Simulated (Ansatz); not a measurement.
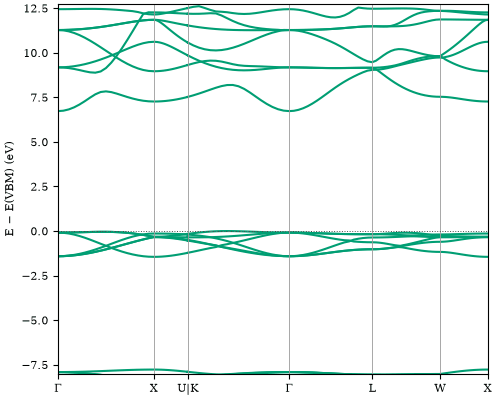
Figure: Band structure from PBE (plane waves, PAW; program Ansatz)

### Question
Read off the gap and where the band edges lie.

### Answer
About 6.7 eV (6.73 eV by a search for the band edges); maximum on the K–Γ line, 39 % of the way from K, minimum at Γ.

The material is BaF₂ (fluorite, Fm-3m).

Symmetry was held in the PBE relaxation. Spin–orbit coupling is left out wherever it is not named.

Potentials: the later of the program's two PAW sets.
